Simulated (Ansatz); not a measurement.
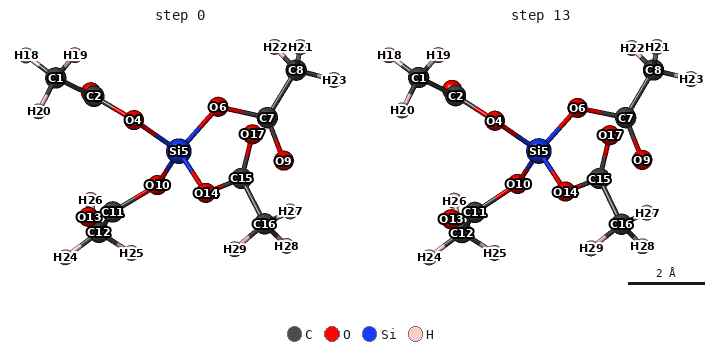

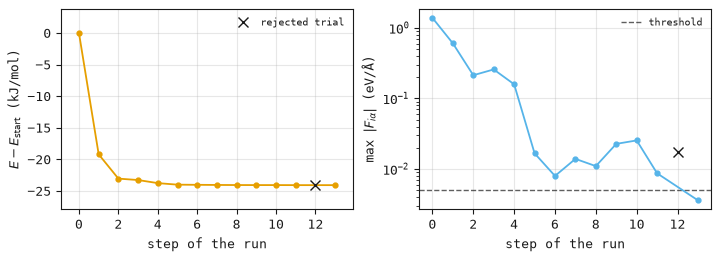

First and last geometry of a relaxation of C$_{8}$H$_{12}$O$_{8}$Si, with the history of the run. The picture is a ball-and-stick view, seen at a tilt.

The start comes from PBE-D4/def2-SVP.

These are results of RKS PBE0-D4/def2-TZVP (Ansatz 0.2.0), not measurements. Set-up: force threshold 0.005 eV/Å; at most 150 steps.

> Did the run converge, and what did it change?

It converged. An H atom moves most after the best rigid fit: 0.11 Å. By element the largest moves are H 0.11 Å, O 0.09 Å, C 0.09 Å. Si stays in place. Some distances before and after: O–Si 1.682 → 1.641 Å, C–O 1.373 → 1.354 Å, C–H 1.103 → 1.087 Å, C–O 1.213 → 1.198 Å. Among the angles between lasting bonds that change: C–O–Si 122.0° → 124.2°. Over 12 accepted moves (13 points after the start) the energy falls by 24.1 kJ/mol. Largest force component: 1.4 eV/Å at the start, 0.0036 eV/Å at the end. The line search rejected the trial step at point 12 of the run.

| step | E − E(0), kJ/mol | largest force component, eV/Å | note |
| --- | --- | --- | --- |
| 0 | 0.00 | 1.3880 |  |
| 1 | -19.19 | 0.6048 |  |
| 2 | -23.03 | 0.2135 |  |
| 3 | -23.26 | 0.2580 |  |
| 4 | -23.75 | 0.1590 |  |
| 5 | -23.99 | 0.0167 |  |
| 6 | -24.01 | 0.0080 |  |
| 7 | -24.04 | 0.0139 |  |
| 8 | -24.05 | 0.0110 |  |
| 9 | -24.05 | 0.0227 |  |
| 10 | -24.06 | 0.0255 |  |
| 11 | -24.06 | 0.0087 |  |
| 12 | -24.06 | 0.0176 | rejected |
| 13 | -24.06 | 0.0036 |  |
